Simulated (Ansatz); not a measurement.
# C₂H₆OSi: a spread of methods and bases

Aim: run C₂H₆OSi under a spread of inputs, and see what each costs and gives.

Program: Ansatz 0.2.0, Gaussian basis. Level of theory: the settings change from run to run. These are calculated values, not measurements.

## Step 1: The geometry

The geometry comes from an earlier relaxation with PBE0-D4 in a triple-zeta def2 set; it is a stationary point, not always the lowest conformer.

SMILES `C=C(O)[SiH3]`, 10 atoms, charge 0, spin multiplicity 1.

Atoms are counted from 1 here; the program's logs count them from 0.

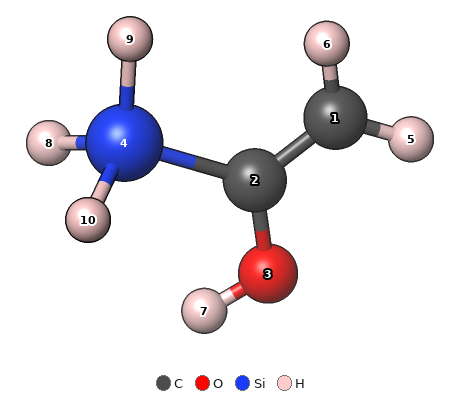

The geometry (carbon dark grey, oxygen red, silicon blue, hydrogen pink); atoms are numbered from 1 in the order of the file.

Geometry (Å):

```xyz
10
C2H6OSi
C    -0.93904    1.13130   -0.64346
C     0.00168    0.19462   -0.53778
O     0.74925   -0.12362   -1.63846
Si    0.31390   -0.68770    1.08653
H    -1.12235    1.64433   -1.58203
H    -1.54173    1.39888    0.21320
H     1.38718   -0.80863   -1.42717
H     0.12575   -2.15402    0.90638
H    -0.61746   -0.16958    2.11569
H     1.72593   -0.47668    1.51019
```

## Step 2: HSE06/def2-SVP

This run has D3(BJ) dispersion, the search for lower states set to off.

Contents of in.yaml:

```yaml
crystal:
  periodic: [false, false, false]
  atoms:
    - {symbol: C, position_ang: [-0.939044, 1.131296, -0.643462]}
    - {symbol: C, position_ang: [0.001681, 0.194624, -0.537780]}
    - {symbol: O, position_ang: [0.749247, -0.123622, -1.638457]}
    - {symbol: Si, position_ang: [0.313897, -0.687700, 1.086534]}
    - {symbol: H, position_ang: [-1.122355, 1.644331, -1.582027]}
    - {symbol: H, position_ang: [-1.541733, 1.398880, 0.213197]}
    - {symbol: H, position_ang: [1.387180, -0.808634, -1.427167]}
    - {symbol: H, position_ang: [0.125754, -2.154021, 0.906376]}
    - {symbol: H, position_ang: [-0.617456, -0.169577, 2.115694]}
    - {symbol: H, position_ang: [1.725930, -0.476678, 1.510193]}
basis:
  gaussian: {orbitals: def2-SVP}
hamiltonian: {xc: {name: HSE06}, dispersion: d3bj}
scf: {lower_state_search: off}
output: {forces: true}
```

Command:

```bash
ansatz run in.yaml --threads 2 --pin off --events-out ev --progress --plain --max-ram 4352MiB
```

Log, shortened:

```text
Functional definition: HSE06
  name "HSE06"
  cite "Heyd, Scuseria & Ernzerhof, J. Chem. Phys. 118, 8207 (2003) doi:10.1063/1.1564060"
  cite "Krukau, Vydrov, Izmaylov & Scuseria, J. Chem. Phys. 125, 224106 (2006) doi:10.1063/1.2404663"
  cite "Heyd & Scuseria, J. Chem. Phys. 120, 7274 (2004) doi:10.1063/1.1668634"
  cite "Ernzerhof & Perdew, J. Chem. Phys. 109, 3313 (1998) doi:10.1063/1.476928"
  cite "Perdew, Burke & Ernzerhof, Phys. Rev. Lett. 77, 3865 (1996) doi:10.1103/PhysRevLett.77.3865"
  parent pbe
[...]
  # The whole range is PBE's own exchange, as in plane waves. The composition of these papers is wPBEh.
[...]
895 factors; integrals over basis functions are off by at most 1.5e-3 eV
88 factors; integrals over basis functions are off by at most 7.6e-7 eV
[...]
mean field -12081.17400329 eV, -443.9749557069 hartree, gradient 2.9e-6 eV, S^2 0.000000; 0 other end points of the search recorded, 0 dependent functions left out
[...]
reference -12081.17403610 eV, -443.9749569129 hartree; 20, 20 occupied and 70, 70 virtual orbitals, 895 factors
Total energy: -12081.30159106 eV, -443.9796444712 hartree
Atom 0 at    -0.939044     1.131296    -0.643462 Å, force    -0.207723     0.179061     0.055976 eV/Å
Atom 1 at     0.001681     0.194624    -0.537780 Å, force     0.476697    -0.315276    -0.389296 eV/Å
Atom 2 at     0.749247    -0.123622    -1.638457 Å, force    -0.139269     0.087247     0.128509 eV/Å
Atom 3 at     0.313897    -0.687700     1.086534 Å, force     0.009253    -0.024678     0.041187 eV/Å
Atom 4 at    -1.122355     1.644331    -1.582027 Å, force    -0.031161     0.136371    -0.297895 eV/Å
Atom 5 at    -1.541733     1.398880     0.213197 Å, force    -0.212662     0.106009     0.269673 eV/Å
Atom 6 at     1.387180    -0.808634    -1.427167 Å, force     0.067564    -0.077105     0.034427 eV/Å
Atom 7 at     0.125754    -2.154021     0.906376 Å, force    -0.013338    -0.146396    -0.007990 eV/Å
Atom 8 at    -0.617456    -0.169577     2.115694 Å, force    -0.088111     0.042163     0.116368 eV/Å
Atom 9 at     1.725930    -0.476678     1.510193 Å, force     0.138752     0.012604     0.049040 eV/Å
Dipole moment:     0.124962    -0.175033     0.155361 e Å
Checks for a lower state left out: stability, starts, cluster_reference, orbital_swaps, neighbouring_geometries, increment
```

Run time: 1.2 s. Hardware: 2 threads of Arm Neoverse V2, shared host.

Largest force 0.692 eV/Å, dipole 1.27 D.

## Step 3: wB97X/ANO-RCC-VTZP

in.yaml: that of step 2 with these lines changed.

```diff
@@ -14,5 +14,4 @@
 basis:
-  gaussian: {orbitals: def2-SVP}
-hamiltonian: {xc: {name: HSE06}, dispersion: d3bj}
-scf: {lower_state_search: off}
+  gaussian: {orbitals: ANO-RCC-VTZP}
+hamiltonian: {xc: {name: wB97X}}
 output: {forces: true}
```

The command is unchanged.

Log, shortened:

```text
Functional definition: wB97X
  name "wB97X"
  cite "Chai & Head-Gordon, J. Chem. Phys. 128, 084106 (2008) doi:10.1063/1.2834918"
  cite "Becke, J. Chem. Phys. 107, 8554 (1997) doi:10.1063/1.475007"
[...]
  # The coefficients of nought are those of the uniform gas.
[...]
      + exact_x_lr(omega)
[...]
      + integral(e_c_pw_opposite_spin*poly(b97_u_opposite, 1, cos1, cos2, cos3, cos4))
1334 factors; their error is unknown
398 factors; integrals over basis functions are off by at most 1.3e-5 eV
[...]
mean field -12115.35539670 eV, -445.2310987457 hartree, gradient 1.6e-5 eV, S^2 0.000000; 0 other end points of the search recorded, 0 dependent functions left out
[...]
reference -12115.35535174 eV, -445.2310970935 hartree; 20, 20 occupied and 188, 188 virtual orbitals, 1334 factors
Total energy: -12115.35535174 eV, -445.2310970935 hartree
Relativity: scalar
Atom 0 at    -0.939044     1.131296    -0.643462 Å, force     0.109206    -0.093333    -0.028028 eV/Å
Atom 1 at     0.001681     0.194624    -0.537780 Å, force    -0.285961     0.222569     0.141137 eV/Å
Atom 2 at     0.749247    -0.123622    -1.638457 Å, force     0.203480    -0.168866    -0.069494 eV/Å
Atom 3 at     0.313897    -0.687700     1.086534 Å, force     0.048177    -0.084426     0.103996 eV/Å
Atom 4 at    -1.122355     1.644331    -1.582027 Å, force     0.018696    -0.034619     0.044673 eV/Å
Atom 5 at    -1.541733     1.398880     0.213197 Å, force     0.021828    -0.010333    -0.029666 eV/Å
Atom 6 at     1.387180    -0.808634    -1.427167 Å, force    -0.087644     0.111897    -0.079137 eV/Å
Atom 7 at     0.125754    -2.154021     0.906376 Å, force     0.004052     0.077897     0.002341 eV/Å
Atom 8 at    -0.617456    -0.169577     2.115694 Å, force     0.040892    -0.017852    -0.058830 eV/Å
Atom 9 at     1.725930    -0.476678     1.510193 Å, force    -0.072725    -0.002934    -0.026992 eV/Å
Dipole moment:     0.094166    -0.150860     0.169898 e Å
```

Wall time 22 s (2 threads of Arm Neoverse V2, shared host); peak memory 0.79 GiB.

Largest force 0.389 eV/Å, dipole 1.18 D.

## Step 4: revPBE/def2-mTZVPP

Options: charge +1, multiplicity 2, density fitting with cc-pVTZ-jkfit.

in.yaml: that of step 3 with these lines changed.

```diff
@@ -14,4 +14,6 @@
 basis:
-  gaussian: {orbitals: ANO-RCC-VTZP}
-hamiltonian: {xc: {name: wB97X}}
+  gaussian: {orbitals: def2-mTZVPP, fitting: {mean_field: cc-pVTZ-jkfit}}
+total_charge: 1
+magnetization: {spin_polarized: true, initial_magnetization: 1}
+hamiltonian: {xc: {name: revPBE}}
 output: {forces: true}
```

Same command.

Log, shortened:

```text
Functional definition: revPBE
  name "revPBE"
  cite "Zhang & Yang, Phys. Rev. Lett. 80, 890 (1998) doi:10.1103/PhysRevLett.80.890"
  cite "Perdew, Burke & Ernzerhof, Phys. Rev. Lett. 77, 3865 (1996) doi:10.1103/PhysRevLett.77.3865"
[...]
538 factors; integrals over basis functions are off by at most 2.4e-1 eV
[...]
mean field -12085.27761004 eV, -444.1257604734 hartree, gradient 5.9e-5 eV, S^2 0.753369; 3 other end points of the search recorded, 0 dependent functions left out
[...]
reference -12085.27765730 eV, -444.1257622104 hartree; 20, 19 occupied and 99, 100 virtual orbitals, 538 factors
Total energy: -12085.27765730 eV, -444.1257622104 hartree
Atom 0 at    -0.939044     1.131296    -0.643462 Å, force    -2.293416     2.562861    -1.032730 eV/Å
Atom 1 at     0.001681     0.194624    -0.537780 Å, force     3.464084    -3.071911    -0.658695 eV/Å
Atom 2 at     0.749247    -0.123622    -1.638457 Å, force    -1.831815     1.558693     0.531107 eV/Å
Atom 3 at     0.313897    -0.687700     1.086534 Å, force     0.192667    -0.772438     1.632066 eV/Å
Atom 4 at    -1.122355     1.644331    -1.582027 Å, force    -0.135597     0.248880    -0.332241 eV/Å
Atom 5 at    -1.541733     1.398880     0.213197 Å, force    -0.248730     0.135857     0.281826 eV/Å
Atom 6 at     1.387180    -0.808634    -1.427167 Å, force     0.853455    -0.870302     0.153067 eV/Å
Atom 7 at     0.125754    -2.154021     0.906376 Å, force    -0.060252    -0.112765    -0.288996 eV/Å
Atom 8 at    -0.617456    -0.169577     2.115694 Å, force    -0.137349     0.164641    -0.093243 eV/Å
Atom 9 at     1.725930    -0.476678     1.510193 Å, force     0.196952     0.156484    -0.192159 eV/Å
Dipole moment:    -0.095868     0.137635    -0.127460 e Å
```

Wall time 2.9 s (2 threads of Arm Neoverse V2, shared host).

Largest force 4.677 eV/Å, ⟨S²⟩ 0.753.

## Step 5: revPBE/def2-mTZVP

Set apart from the defaults: multiplicity 3, high accuracy, the search for lower states set to full.

in.yaml: that of step 4 with these lines changed.

```diff
@@ -14,6 +14,6 @@
 basis:
-  gaussian: {orbitals: def2-mTZVPP, fitting: {mean_field: cc-pVTZ-jkfit}}
-total_charge: 1
-magnetization: {spin_polarized: true, initial_magnetization: 1}
+  gaussian: {orbitals: def2-mTZVP}
+magnetization: {spin_polarized: true, initial_magnetization: 2}
 hamiltonian: {xc: {name: revPBE}}
-output: {forces: true}
+accuracy: high
+scf: {lower_state_search: full}
```

Same command.

Log, shortened:

```text
Functional definition: revPBE
  name "revPBE"
  cite "Zhang & Yang, Phys. Rev. Lett. 80, 890 (1998) doi:10.1103/PhysRevLett.80.890"
  cite "Perdew, Burke & Ernzerhof, Phys. Rev. Lett. 77, 3865 (1996) doi:10.1103/PhysRevLett.77.3865"
[...]
2136 factors; integrals over basis functions are off by at most 3.9e-9 eV
[...]
mean field -12089.87294257 eV, -444.2946358294 hartree, gradient 4.5e-8 eV, S^2 2.005691; 10 other end points of the search recorded, 0 dependent functions left out
reference -12089.87294765 eV, -444.2946360160 hartree; 21, 19 occupied and 81, 83 virtual orbitals, 2136 factors
Total energy: -12089.87294765 eV, -444.2946360160 hartree
```

It took 25 s on 2 threads of Arm Neoverse V2, shared host; peak memory 0.37 GiB.

⟨S²⟩ 2.006.

## Step 6: B3LYP/ANO-RCC-VTZP

in.yaml: that of step 5 with these lines changed.

```diff
@@ -14,6 +14,3 @@
 basis:
-  gaussian: {orbitals: def2-mTZVP}
-magnetization: {spin_polarized: true, initial_magnetization: 2}
-hamiltonian: {xc: {name: revPBE}}
-accuracy: high
-scf: {lower_state_search: full}
+  gaussian: {orbitals: ANO-RCC-VTZP}
+hamiltonian: {xc: {name: B3LYP}}
```

Same command.

Log, shortened:

```text
Functional definition: B3LYP
  name "B3LYP"
  cite "Stephens, Devlin, Chabalowski & Frisch, J. Phys. Chem. 98, 11623 (1994) doi:10.1021/j100096a001"
  cite "Becke, Phys. Rev. A 38, 3098 (1988) doi:10.1103/PhysRevA.38.3098"
  cite "Lee, Yang & Parr, Phys. Rev. B 37, 785 (1988) doi:10.1103/PhysRevB.37.785"
  cite "Vosko, Wilk & Nusair, Can. J. Phys. 58, 1200 (1980) doi:10.1139/p80-159"
[...]
1344 factors; their error is unknown
[...]
mean field -12117.37583302 eV, -445.3053484112 hartree, gradient 4.9e-5 eV, S^2 0.000000; 0 other end points of the search recorded, 0 dependent functions left out
reference -12117.37612565 eV, -445.3053591651 hartree; 20, 20 occupied and 188, 188 virtual orbitals, 1344 factors
Total energy: -12117.37612565 eV, -445.3053591651 hartree
Relativity: scalar
```

Run time: 5.5 s. Hardware: 2 threads of Arm Neoverse V2, shared host; peak memory 0.42 GiB.

## Step 7: wPBEh/def2-SVPD

Set apart from the defaults: a grid of angular degree 47.

in.yaml: that of step 6 with these lines changed.

```diff
@@ -14,3 +14,3 @@
 basis:
-  gaussian: {orbitals: ANO-RCC-VTZP}
-hamiltonian: {xc: {name: B3LYP}}
+  gaussian: {orbitals: def2-SVPD, final_grid: {core_spheres: 20, valence_spheres: 16, degree: 47}}
+hamiltonian: {xc: {name: wPBEh}}
```

The command is unchanged.

Log, shortened:

```text
Functional definition: wPBEh
  name "wPBEh"
  cite "Heyd, Scuseria & Ernzerhof, J. Chem. Phys. 118, 8207 (2003) doi:10.1063/1.1564060"
  cite "Krukau, Vydrov, Izmaylov & Scuseria, J. Chem. Phys. 125, 224106 (2006) doi:10.1063/1.2404663"
  cite "Heyd & Scuseria, J. Chem. Phys. 120, 7274 (2004) doi:10.1063/1.1668634"
  cite "Ernzerhof & Perdew, J. Chem. Phys. 109, 3313 (1998) doi:10.1063/1.476928"
  cite "Perdew, Burke & Ernzerhof, Phys. Rev. Lett. 77, 3865 (1996) doi:10.1103/PhysRevLett.77.3865"
  parent pbe
[...]
1152 factors; their error is unknown
166 factors; integrals over basis functions are off by at most 3.7e-7 eV
[...]
mean field -12082.78894452 eV, -444.0343037025 hartree, gradient 4.0e-5 eV, S^2 0.000000; 0 other end points of the search recorded, 0 dependent functions left out
reference -12082.78898817 eV, -444.0343053068 hartree; 20, 20 occupied and 115, 115 virtual orbitals, 1152 factors
Total energy: -12082.78898817 eV, -444.0343053068 hartree
```

Run time: 3.4 s. Hardware: 2 threads of Arm Neoverse V2, shared host.

## Step 8: rPW86-PBE/def2-SVPD

Options: charge -1, multiplicity 2.

in.yaml: that of step 7 with these lines changed.

```diff
@@ -14,3 +14,6 @@
 basis:
-  gaussian: {orbitals: def2-SVPD, final_grid: {core_spheres: 20, valence_spheres: 16, degree: 47}}
-hamiltonian: {xc: {name: wPBEh}}
+  gaussian: {orbitals: def2-SVPD}
+total_charge: -1
+magnetization: {spin_polarized: true, initial_magnetization: 1}
+hamiltonian: {xc: {name: rPW86-PBE}}
+output: {forces: true}
```

Launched as before.

Log, shortened:

```text
Functional definition: rPW86-PBE
  name "rPW86-PBE"
  cite "Murray, Lee & Langreth, J. Chem. Theory Comput. 5, 2754 (2009) doi:10.1021/ct900365q"
  cite "Perdew, Burke & Ernzerhof, Phys. Rev. Lett. 77, 3865 (1996) doi:10.1103/PhysRevLett.77.3865"
  parent pbe
[...]
1135 factors; their error is unknown
[...]
mean field -12106.14151362 eV, -444.8924947881 hartree, gradient 3.9e-6 eV, S^2 0.750769; 8 other end points of the search recorded, 0 dependent functions left out
[...]
reference -12106.14164289 eV, -444.8924995388 hartree; 21, 20 occupied and 114, 115 virtual orbitals, 1135 factors
Total energy: -12106.14164289 eV, -444.8924995388 hartree
Atom 0 at    -0.939044     1.131296    -0.643462 Å, force    -0.596671     0.650345    -0.223270 eV/Å
Atom 1 at     0.001681     0.194624    -0.537780 Å, force     0.542747    -0.468357    -0.135342 eV/Å
Atom 2 at     0.749247    -0.123622    -1.638457 Å, force    -1.040020     1.248367    -0.712456 eV/Å
Atom 3 at     0.313897    -0.687700     1.086534 Å, force     0.723347    -0.630134    -0.167624 eV/Å
Atom 4 at    -1.122355     1.644331    -1.582027 Å, force    -0.102918     0.238091    -0.389036 eV/Å
Atom 5 at    -1.541733     1.398880     0.213197 Å, force    -0.370342     0.140838     0.590553 eV/Å
Atom 6 at     1.387180    -0.808634    -1.427167 Å, force     1.338650    -1.419790     0.393468 eV/Å
Atom 7 at     0.125754    -2.154021     0.906376 Å, force    -0.042082    -0.249489     0.032043 eV/Å
Atom 8 at    -0.617456    -0.169577     2.115694 Å, force    -0.670407     0.466938     0.480946 eV/Å
Atom 9 at     1.725930    -0.476678     1.510193 Å, force     0.217696     0.023193     0.130717 eV/Å
Dipole moment:    -0.439547     0.348600     0.198436 e Å
```

It took 17 s on 2 threads of Arm Neoverse V2, shared host; peak memory 0.35 GiB.

Largest force 1.991 eV/Å, ⟨S²⟩ 0.751.

## Step 9: CAM-B3LYP/ANO-RCC-VTZP

Set apart from the defaults: finite nuclei, high accuracy, the search for lower states set to light.

in.yaml: that of step 8 with these lines changed.

```diff
@@ -14,6 +14,6 @@
 basis:
-  gaussian: {orbitals: def2-SVPD}
-total_charge: -1
-magnetization: {spin_polarized: true, initial_magnetization: 1}
-hamiltonian: {xc: {name: rPW86-PBE}}
+  gaussian: {orbitals: ANO-RCC-VTZP, nuclear_model: gaussian}
+hamiltonian: {xc: {name: CAM-B3LYP}}
+accuracy: high
+scf: {lower_state_search: light}
 output: {forces: true}
```

The command is unchanged.

Log, shortened:

```text
Functional definition: CAM-B3LYP
  name "CAM-B3LYP"
  cite "Yanai, Tew & Handy, Chem. Phys. Lett. 393, 51 (2004) doi:10.1016/j.cplett.2004.06.011"
  cite "Iikura, Tsuneda, Yanai & Hirao, J. Chem. Phys. 115, 3540 (2001) doi:10.1063/1.1383587"
  cite "Becke, Phys. Rev. A 38, 3098 (1988) doi:10.1103/PhysRevA.38.3098"
  cite "Lee, Yang & Parr, Phys. Rev. B 37, 785 (1988) doi:10.1103/PhysRevB.37.785"
  cite "Vosko, Wilk & Nusair, Can. J. Phys. 58, 1200 (1980) doi:10.1139/p80-159"
[...]
  # Exact exchange under (alpha + beta erf(omega r))/r, Becke's under what is left of 1/r.
[...]
3998 factors; integrals over basis functions are off by at most 3.2e-9 eV
724 factors; integrals over basis functions are off by at most 1.6e-9 eV
[...]
mean field -12114.86562412 eV, -445.2130999355 hartree, gradient 6.7e-8 eV, S^2 0.000000; 0 other end points of the search recorded, 0 dependent functions left out
[...]
Relativity: scalar
Atom 0 at    -0.939044     1.131296    -0.643462 Å, force     0.161365    -0.146409    -0.018992 eV/Å
Atom 1 at     0.001681     0.194624    -0.537780 Å, force    -0.381728     0.301626     0.175685 eV/Å
Atom 2 at     0.749247    -0.123622    -1.638457 Å, force     0.130040    -0.110074    -0.037951 eV/Å
Atom 3 at     0.313897    -0.687700     1.086534 Å, force     0.053821    -0.093696     0.114758 eV/Å
Atom 4 at    -1.122355     1.644331    -1.582027 Å, force     0.023783    -0.058971     0.098834 eV/Å
Atom 5 at    -1.541733     1.398880     0.213197 Å, force     0.059936    -0.022442    -0.097200 eV/Å
Atom 6 at     1.387180    -0.808634    -1.427167 Å, force    -0.010022     0.043623    -0.095398 eV/Å
Atom 7 at     0.125754    -2.154021     0.906376 Å, force     0.013349     0.148329     0.015231 eV/Å
Atom 8 at    -0.617456    -0.169577     2.115694 Å, force     0.091405    -0.047179    -0.111237 eV/Å
Atom 9 at     1.725930    -0.476678     1.510193 Å, force    -0.141948    -0.014807    -0.043730 eV/Å
Dipole moment:     0.091983    -0.152011     0.178896 e Å
```

It took 4.7 min on 2 threads of Arm Neoverse V2, shared host; peak memory 1.8 GiB.

Largest force 0.517 eV/Å, dipole 1.21 D.

## Step 10: MP2/aug-pcseg-2

This run has correlated electrons set to outside_noble_gas.

in.yaml: that of step 9 with these lines changed.

```diff
@@ -14,6 +14,5 @@
 basis:
-  gaussian: {orbitals: ANO-RCC-VTZP, nuclear_model: gaussian}
-hamiltonian: {xc: {name: CAM-B3LYP}}
-accuracy: high
-scf: {lower_state_search: light}
+  gaussian: {orbitals: aug-pcseg-2}
+hamiltonian: {xc: {name: HF}}
+correlation: {method: mp2, electrons: outside_noble_gas}
 output: {forces: true}
```

Launched as before.

Log, shortened:

```text
Functional definition: HF
  name "HF"
  cite "Fock, Z. Phys. 61, 126 (1930) doi:10.1007/BF01340294"
  parent pbe
[...]
1993 factors; integrals over basis functions are off by at most 7.6e-4 eV
[...]
mean field -12056.14944904 eV, -443.0553203008 hartree, gradient 1.2e-6 eV, S^2 0.000000; 0 other end points of the search recorded, 0 dependent functions left out
8 core orbitals not correlated: weight in the atoms' cores, before any rotation towards them, 1.000 or more for the frozen orbitals, at most 0.000 for the correlated occupied ones
reference -12056.14944904 eV, -443.0553203008 hartree; 12, 12 occupied and 306, 306 virtual orbitals, 1993 factors
second order -18.77311118 eV of doubles, -0.00000000 eV of singles
[...]
Total energy: -12074.92256022 eV, -443.7452194117 hartree
Atom 0 at    -0.939044     1.131296    -0.643462 Å, force    -0.414711     0.447329    -0.139754 eV/Å
Atom 1 at     0.001681     0.194624    -0.537780 Å, force     0.061085    -0.225096     0.464069 eV/Å
Atom 2 at     0.749247    -0.123622    -1.638457 Å, force     0.202954    -0.055485    -0.383491 eV/Å
Atom 3 at     0.313897    -0.687700     1.086534 Å, force     0.073352    -0.167604     0.268388 eV/Å
Atom 4 at    -1.122355     1.644331    -1.582027 Å, force     0.037862    -0.076164     0.109247 eV/Å
Atom 5 at    -1.541733     1.398880     0.213197 Å, force     0.101134    -0.063165    -0.093395 eV/Å
Atom 6 at     1.387180    -0.808634    -1.427167 Å, force     0.001611     0.000891    -0.007409 eV/Å
Atom 7 at     0.125754    -2.154021     0.906376 Å, force     0.016647     0.204762     0.003711 eV/Å
Atom 8 at    -0.617456    -0.169577     2.115694 Å, force     0.110553    -0.052737    -0.146545 eV/Å
Atom 9 at     1.725930    -0.476678     1.510193 Å, force    -0.190486    -0.012732    -0.074819 eV/Å
Dipole moment:     0.092247    -0.149438     0.171035 e Å
```

Run time: 30 s. Hardware: 2 threads of Arm Neoverse V2, shared host; peak memory 1.3 GiB.

Largest force 0.626 eV/Å, dipole 1.18 D.

## Step 11: The runs in one table

| level | charge | multiplicity | geometry | functions | energy (eV) | time |
| --- | --- | --- | --- | --- | --- | --- |
| HSE06/def2-SVP | 0 | 1 | relaxed | 90 | -12081.302 | 1.2 s |
| wB97X/ANO-RCC-VTZP | 0 | 1 | relaxed | 208 | -12115.355 | 22 s |
| revPBE/def2-mTZVPP | 1 | 2 | relaxed | 119 | -12085.278 | 2.9 s |
| revPBE/def2-mTZVP | 0 | 3 | relaxed | 102 | -12089.873 | 25 s |
| B3LYP/ANO-RCC-VTZP | 0 | 1 | relaxed | 208 | -12117.376 | 5.5 s |
| wPBEh/def2-SVPD | 0 | 1 | relaxed | 135 | -12082.789 | 3.4 s |
| rPW86-PBE/def2-SVPD | -1 | 2 | relaxed | 135 | -12106.142 | 17 s |
| CAM-B3LYP/ANO-RCC-VTZP | 0 | 1 | relaxed | 208 | -12114.866 | 4.7 min |
| MP2/aug-pcseg-2 | 0 | 1 | relaxed | 326 | -12074.923 | 30 s |

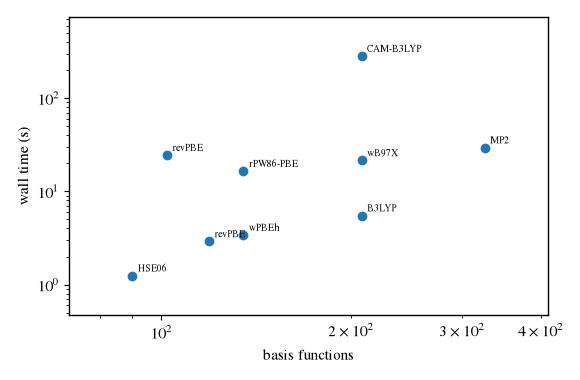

Wall time against the number of basis functions (shared host).

## Step 12: Summary of results

| quantity | value |
| --- | --- |
| runs | 9 |
| quickest | HSE06/def2-SVP, 1.2 s |
| slowest | CAM-B3LYP/ANO-RCC-VTZP, 4.7 min |
| spread of total energies, same state and geometry | 42.5 eV |
| dipole, same state and geometry | 1.18 to 1.27 D |

In words: Run time spans a factor of 226, from HSE06/def2-SVP to CAM-B3LYP/ANO-RCC-VTZP. The jobs differ in tasks and options as well as level. The totals spread over 42 eV; they can't be compared across methods or bases. Some of these runs are scalar-relativistic and others not, which shifts the totals of all-electron atoms past neon by eV; core potentials, where a basis has them, take the core out of the total altogether. At the PBE0-D4/def2-TZVP geometry and in the same state, runs without warnings or point charges leave forces up to 0.69 eV/Å (HSE06/def2-SVP). At that geometry and state the dipole changes by 8 % between the lowest and highest value.
